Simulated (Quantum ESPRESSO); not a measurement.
# Dipole at the next field: 1T-SiSSe, 1 layer

Method. Quantum ESPRESSO 7.5, vdW-DF-cx, GBRV ultrasoft, PBE files; sawtooth field along the normal with dipole correction, ions clamped, threshold 1e-9 Ry; cell area 10.047 Å².

```tsv
field (V/Å)	dipole (e Å a cell)
0	−0.01730
0.1	0.00968
0.2	0.03666
```

**Question.** What is the dipole at −0.2 V/Å, and what electrostatic thickness 4πα/A follows from the rows?

**Fit.** The slope is (0.03666 − (−0.01730))/0.2 = 0.2698 e Å²/V, so 4πα/A = 180.95 × 0.2698/10.047 = 4.86 Å. Linear response gives p = −0.01730 + 0.2698 × (−0.2) = −0.07126 e Å; a parabola through the three rows gives −0.07126.

**Check.** p = −0.07133 e Å. The line misses by 0.1 % of the induced dipole and the parabola by 0.1 %. The response is linear over this range.

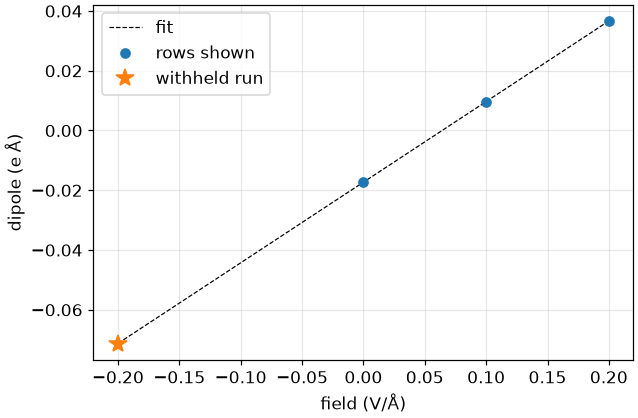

The rows shown, the fit and the withheld run.

Caveats: Electrons alone respond; local and semilocal functionals tend to overscreen.

[Logs are printed without paths, hosts, clocks, repeated set-up lines and the standing remarks that a program may print on its own settings, such as how far it seeks lower states.]
